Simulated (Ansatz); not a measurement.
# TiB2: one crystal by all-electron and frozen-core methods, part 2 of 2

Aim: solve TiB2 at one geometry with all-electron LAPW, PAW with frozen cores and datasets made for this crystal, and see where they agree.

Ansatz 0.2.0; DFT PBEsol; a database cell (COD). «Crystal datasets» are all-electron PAW datasets made for this crystal. Earlier steps stand in the parts before.

**4. Datasets made for this crystal**

Contents of input.yaml:

```yaml
crystal:
  lattice:
    - [3.0291982016, 0.0, 0.0]
    - [-1.5145991008, 2.6233625957, 0.0]
    - [0.0, 0.0, 3.2284]
  atoms:
    - { symbol: Ti, position: [0.0, 0.0, 0.0] }
    - { symbol: B, position: [0.3333333333, 0.6666666667, 0.5] }
    - { symbol: B, position: [0.6666666667, 0.3333333333, 0.5] }
kpoints:
  mp_grid: { grid: [14, 14, 11] }
  band_path:
    path:
      - [0.0, 0.0, 0.0]
      - [0.5, 0.0, 0.0]
      - [0.3333333333, 0.3333333333, 0.0]
      - [0.0, 0.0, 0.0]
      - [0.0, 0.0, 0.5]
      - [0.5, 0.0, 0.5]
      - [0.3333333333, 0.3333333333, 0.5]
      - [0.0, 0.0, 0.5]
      - [0.5, 0.0, 0.5]
    npoints: 8
scf:
  occupations: { method: fermi_dirac, width: 0.03 }
hamiltonian:
  xc: pbesol
  pseudopotentials: { kind: all_electron, datasets: crystal }
output:
  forces: true
  stress: true
  eigenvalues: true
  efg: { contact_densities: true }
```

Started as:

```bash
ansatz run input.yaml --threads 1 --pin off --max-ram 4096MiB --backend cpu --events-out ev --progress --plain --runs-dir out
```

What it wrote:

```text
hamiltonian.pseudopotentials.datasets: crystal makes datasets for this crystal and solves the spheres of its atoms anew in each pass: cutoff 360.0 eV, the density's 1440.0 eV; for an error of 0.50 meV an atom under PBE, 1.5 meV for the cell; an energy difference from a run of another recipe may be off by several times the error for the cell, under r2SCAN by more, where some 0.1 meV an atom stays at smaller errors; B in spheres of 0.873 Å, 3 of its electrons in bands; Ti in spheres of 1.376 Å, 4 of its electrons in bands, 8 on its site; only band paths and densities of states list, in semicore columns, the levels of the semicore shells that are solved separately: 3s of Ti, 3p of Ti
Engine: ansatz 0.2.0
Pseudopotentials: kind: all_electron
Pseudopotential: Ti, paw, valence charge 12, recommended cutoff 360 eV (normal), Koelling and Harmon's equation, gaussian nucleus
Pseudopotential: B, paw, valence charge 3, recommended cutoff 360 eV (normal), Koelling and Harmon's equation, gaussian nucleus
Functional definition: PBEsol
  exchange = pbesol_x
  correlation = pbesol_c
Crystal: 3 atoms, lattice volume = 25.655 Å³
Basis set: ecut = 360 eV, 393 PW (Γ), exchange–correlation on 40×40×40 points (8 copies of the dense FFT grid, shifted against one another)
Bands: 9, of which v1, the nominal top of the filled ones, is band 5 counted from 1 (4 counted from 0)
Symmetry: 24 space group operations
Space group: P6/mmm (ITA 191), of the structure as read, at distance tolerance 2.9e-5 Å
k-points: 144 of 2156
Non-local potential: Ti, projectors of the file, l = 0: 1, l = 1: 1, l = 2: 2
Non-local potential: B, projectors of the file, l = 0: 1, l = 1: 1
PAW form: soft (Blöchl's): semilocal exchange-correlation on the pseudo side does not see the compensation charge
PAW one-centre angular grid: Ti, 590 points (default); XC on its mesh's 1951 points in the sphere
PAW one-centre angular grid: B, 110 points (default); XC on its mesh's 1931 points in the sphere
Initial density: superposition of atomic densities (neutral atoms: chi_scale 0, normalization atom)
Initial wavefunctions: pseudopotential atomic-orbital guess
Functional: x = pbesol(κ = 0.804, μ = 0.12345679012345678), c = pbesol(β = 0.046)
iter 1 solved again at ethr=5.73e-2 eV; its pass at ethr=1.00e-1 eV (dr2=5.73e0 eV) is discarded
SCF iter   1: F=—  HF=-24558.283699 eV  |F-HF|=—  |Δ(HF+E_count)|=         —  Δρ=1.25e-1  dr2=6.53e0  ethr=5.73e-2  ⟨swp⟩=2.0  Hψ=8167  notcnv=0
preconditioner: auto → none  [metal: Δε(μ)=0.025 eV  Ē_g=9.788 eV  σ=0.030 eV  W_gap=0.20  n_scr=2 (ndim 8)  ℏωp=23.2 eV  f_vac=0.000  D(μ)=0.53/eV (n_scr^D=0)  sad-step TF]
SCF iter   2: F=—  HF=-24556.973733 eV  |F-HF|=—  |Δ(HF+E_count)|=    1.31e0  Δρ=4.02e-2  dr2=6.75e-1  ethr=5.73e-2  ⟨swp⟩=3.2  Hψ=3050  notcnv=0  defer=7
SCF iter   3: F=—  HF=-24556.877462 eV  |F-HF|=—  |Δ(HF+E_count)|=   9.63e-2  Δρ=1.43e-2  dr2=6.86e-2  ethr=6.75e-3  ⟨swp⟩=3.8  Hψ=3862  notcnv=0  defer=5
SCF iter   4: F=—  HF=-24556.864270 eV  |F-HF|=—  |Δ(HF+E_count)|=   1.32e-2  Δρ=9.94e-3  dr2=4.91e-2  ethr=6.86e-4  ⟨swp⟩=3.8  Hψ=4922  notcnv=0  defer=2
SCF iter   5: F=—  HF=-24556.852146 eV  |F-HF|=—  |Δ(HF+E_count)|=   1.21e-2  Δρ=3.31e-3  dr2=5.24e-3  ethr=4.91e-4  ⟨swp⟩=2.1  Hψ=2611  notcnv=0  defer=4
iter 6 solved again at ethr=3.47e-6 eV; its pass at ethr=5.24e-5 eV (dr2=3.47e-4 eV) is discarded
SCF iter   6: F=—  HF=-24556.853448 eV  |F-HF|=—  |Δ(HF+E_count)|=   1.30e-3  Δρ=8.74e-4  dr2=3.23e-4  ethr=3.47e-6  ⟨swp⟩=2.1  Hψ=6165  notcnv=0  defer=3
SCF iter   7: F=—  HF=-24556.853386 eV  |F-HF|=—  |Δ(HF+E_count)|=   6.12e-5  Δρ=1.05e-4  dr2=2.00e-6  ethr=3.23e-6  ⟨swp⟩=3.0  Hψ=2235  notcnv=0  defer=1
SCF iter   8: F=—  HF=-24556.853391 eV  |F-HF|=—  |Δ(HF+E_count)|=   4.75e-6  Δρ=7.76e-5  dr2=1.93e-6  ethr=2.00e-8  ⟨swp⟩=4.0  Hψ=2995  notcnv=0  defer=1
SCF iter   9: F=—  HF=-24556.853391 eV  |F-HF|=—  |Δ(HF+E_count)|=   4.37e-7  Δρ=3.45e-5  dr2=3.82e-7  ethr=1.93e-8  ⟨swp⟩=2.1  Hψ=2040  notcnv=0  defer=1
SCF iter  10: F=-24556.853391 eV  HF=-24556.853391 eV  |F-HF|=5.78e-9  |Δ(HF+E_count)|=   7.53e-8  Δρ=5.96e-6  dr2=7.07e-9  ethr=3.82e-9  ⟨swp⟩=3.1  Hψ=2243  notcnv=0  defer=1
SCF 1 converged in 10 iterations: F = -24556.853399 eV  dr2 = 7.07e-9
  Residual-converged pass: ⟨swp⟩=4.5  Hψ=3416  notcnv=0  max |occ|·‖R‖ = 6.4e-6 eV (tolerance 6.5e-6 eV)  dr2=7.65e-9  dr2_onsite=5.96e-9  max |Δocc| = 3.0e-9
NSCF: frozen V_eff on 65 k-points
SCF converged after 10 iterations
Free energy (F): -24556.853399 eV
Harris-Foulkes:  -24556.853399 eV  (|F-HF|=5.78e-9)
Internal energy: -24556.852301 eV  (E = F + TS)
E sigma→0 (E₀):  -24556.852850 eV
Entropy (-TS):   -0.001098 eV (-0.366 meV/atom)
Past the cutoff: the bands carry plane waves up to 1.75 times it, of which those up to 1.5 times it add -0.000528 eV an atom, each by itself; the spheres take 0.000120 eV an atom off the energy for waves past 1.75 times it
By the cutoff:   a pressure is off by up to 0.007 GPa (1.2 times the spheres' own share and the shells' term, over an atom's volume, and 0.004 GPa: a bound that held against runs at twice the plane waves)
Past the cutoffs: a stress includes 0.0034 GPa for waves and charges beyond them, in addition to the slope of what the spheres take
In the spheres:  the bands' charges fall short by 7.6e-7 e at most (sound up to 1e-3), those of shells solved beside the bands by 5.6e-7 e (sound up to 5e-4)
Fermi energy:    15.566496 eV
--- Per-component energies (eV) ---
  The terms above E_closure are by the made datasets' own strengths, without shells solved beside the bands.
--- Forces (eV/Å), atoms counted from 1 ---
  atom   1  Ti    -0.00000000    -0.00000000     0.00000000
  atom   2  B      0.00000000    -0.00000000     0.00000000
  atom   3  B      0.00000000     0.00000000     0.00000000
  max |Σ_I F_I| component: 1.85e-17 eV/Å
--- Stress (GPa, compression-positive) ---
       -4.250419       0.000000       0.000000
        0.000000      -4.250419       0.000000
        0.000000       0.000000      -7.047668
  P = ⅓ Tr σ = -5.1828 GPa (-51.828 kbar)
  It holds what live shells' own plane waves past their cutoff add
--- PAW observables at the nuclei: V_zz in 10²¹ V/m², potentials from the cell's mean, atoms counted from 1 ---
  atom   1  Ti V_zz =    +2.147505   η = 0.0000   by run symmetry: allowed
            electrostatic potential = -2531.297617 V   contact ρ = 56683.524047 e/Å³
  atom   2  B  V_zz =    +0.332681   η = 0.0000   by run symmetry: allowed
            electrostatic potential = -330.633318 V   contact ρ = 481.521314 e/Å³
  atom   3  B  V_zz =    +0.332681   η = 0.0000   by run symmetry: allowed
            electrostatic potential = -330.633318 V   contact ρ = 481.521314 e/Å³
--- Band table (eV; the first three rows and the last of 144) ---
  k-point 0: bands = ["2.0551", "12.9341", "12.9341", "13.2246", "13.3834", "17.4378", "17.4378"]
  k-point 1: bands = ["2.1659", "12.1333", "13.0214", "13.0214", "14.3606", "17.1590", "17.1590"]
  k-point 2: bands = ["2.4847", "10.9080", "13.2805", "13.2805", "15.2892", "16.5815", "16.5815"]
  k-point 143: bands = ["6.6906", "7.3126", "9.8178", "12.3480", "12.3845", "18.0486", "19.5033"]
```

It took 20 s on 1 thread of Arm Neoverse V1, shared host; peak memory 0.55 GiB.

This run gives: pressure -5.18 GPa; no gap; Vzz Ti1 2.15 (η = 0.00), B2 0.33 (η = 0.00) (10²¹ V/m²).

| atom | contact density (e/Å³) |
| --- | --- |
| Ti1 | 56683.52 |
| B2 | 481.5213 |

**5. Side by side**

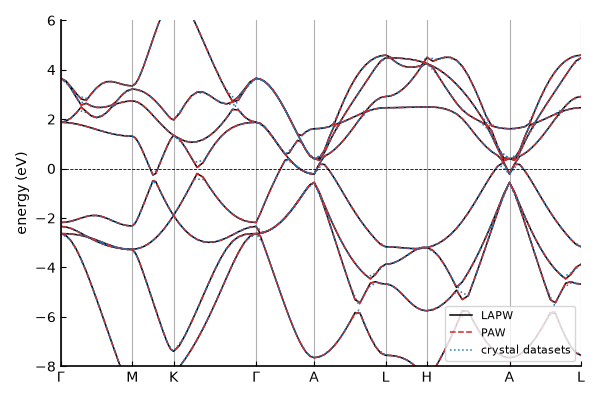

Bands of 3 runs (LAPW; PAW; crystal datasets) drawn together, counted from each run's Fermi level.

| method | pressure (GPa) | Vzz Ti1 (10²¹ V/m²) | Vzz B2 (10²¹ V/m²) | SCF cycles, all passes |
| --- | --- | --- | --- | --- |
| LAPW | -5.19 | – | – | 7 |
| PAW | -5.15 | 2.06 | 0.30 | 6 |
| crystal datasets | -5.18 | 2.15 | 0.33 | 10 |

**6. Results**

What follows sums up all 2 parts.

| quantity | value |
| --- | --- |
| pressure | LAPW -5.19, PAW -5.15, crystal datasets -5.18 GPa |
| gap (LAPW) | none |
| Bader charges (PAW) | Ti1 +1.41, B2 -0.71 e |
| highest ELF (PAW) | 0.86, 0.88 Å from B |

At this geometry the cell is under tension of 5.2 GPa, so it would shrink if let go. There is no gap at this level; the crystal is a metal here. Ti 3d carries the largest share, 84 %, of the projected states within 0.3 eV of the Fermi level. The projection holds only the free atom's occupied shells (Ti 4s, Ti 3d, B 2s, B 2p in this range). The field gradient at Ti1, the largest by crystal datasets, is 2.06 by PAW and 2.15 by crystal datasets (10²¹ V/m²), within 5 %. PAW lies +0.03 GPa from LAPW in pressure.
